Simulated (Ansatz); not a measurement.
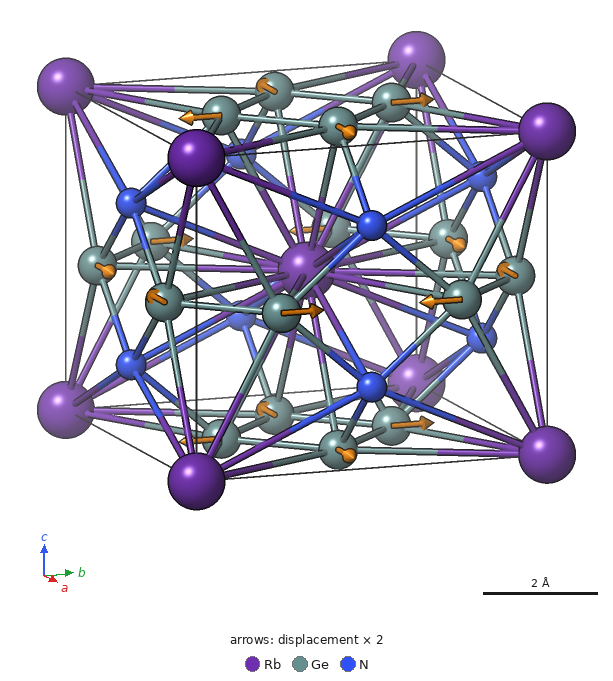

A relaxation of solid RbGe4N2 (a generated structure, set up in I4/mmm) (coarse preliminary run). The starting structure is drawn; orange arrows show the displacements (the part carried along by the change of the cell is left out), 2 times their true length.

A ball-and-stick model of the conventional cell (2 times the calculation's cell), seen slightly off an axis. Lengths and directions refer to the drawn axes.

The calculation used DFT PBE, scalar-relativistic, plane waves, PAW in Ansatz.

Input
```yaml
crystal:
  lattice:
    - [-3.29093142, 3.29093142, 2.9047051]
    - [3.29093142, -3.29093142, 2.9047051]
    - [3.29093142, 3.29093142, -2.9047051]
  atoms:
    - { symbol: Rb, position: [0.0, 0.0, 0.0] }
    - { symbol: Ge, position: [0.7428534, 0.5, 0.2428534] }
    - { symbol: Ge, position: [0.5, 0.7428534, 0.2428534] }
    - { symbol: Ge, position: [0.5, 0.2571466, 0.7571466] }
    - { symbol: Ge, position: [0.2571466, 0.5, 0.7571466] }
    - { symbol: "N", position: [0.25, 0.75, 0.5] }
    - { symbol: "N", position: [0.75, 0.25, 0.5] }
basis:
  ecutwfc: 420
kpoints:
  mp_grid: { grid: [4, 4, 4] }
hamiltonian:
  xc: pbe
scf:
  occupations: { method: gaussian, width: 0.1 }
  lower_state_search: "off"
output:
  forces: true
  stress: true
  eigenvalues: true
relax:
  adjacent_minimum: "off"
  f_tol: 0.04
  max_steps: 70
  cell: { stress_tol: 0.4 }
```

Command:
```bash
ansatz run input.yaml --threads 1 --pin off --max-ram 2048MiB --backend cpu --events-out ev --progress --plain --runs-dir out
```

Which element moves most?

Germanium: up to 0.41 Å, against 0.00 Å for nitrogen.

What did the optimiser do to the structure, and how much energy did it gain?

The largest moves relative to the cell, 0.41 Å, are those of Ge2, Ge3, Ge4 and Ge5. Ge4 goes along −a. N and Rb stay in place. The drawn cell changes as follows: a = b 6.582 → 7.351 Å (+11.7 %), c 5.809 → 5.616 Å (−3.3 %); the volume changes by +20.6 %. Some distances before and after: Ge2–Ge3 2.261 → 3.101 Å, Rb1–N6 3.597 → 3.934 Å, Rb1–Ge2 3.701 → 3.963 Å, Rb1–Ge2 (another image) 3.315 → 3.562 Å. Bonds break: Ge2–Ge3 (2.26 → 3.10 Å), Ge2–Ge4 (2.26 → 3.10 Å), Ge3–Ge5 (2.26 → 3.10 Å), Ge4–Ge5 (2.26 → 3.10 Å). Among the angles between lasting bonds that change: Rb1–Ge4–Rb1 122.4° → 104.0°, Rb1–Ge4–N7 159.5° → 171.4°, Rb1–Ge4–Rb1 125.6° → 136.1°. The space group stays I4/mmm (No. 139). After 7 accepted moves (9 points after the start) the energy has fallen by 2.743 eV per cell of the calculation. The largest force component goes from 5 to 0.023 eV/Å. Pressure: 6.45 GPa at the start and 0.16 GPa at the end. The SCF was repeated twice at an unchanged geometry on a basis and grid sized afresh for the cell, which shifted the energy by 74.9 meV per cell of the calculation at most. Cost: 110 s on 1 thread of Arm Neoverse N1, on a shared host, peak memory 0.49 GiB.
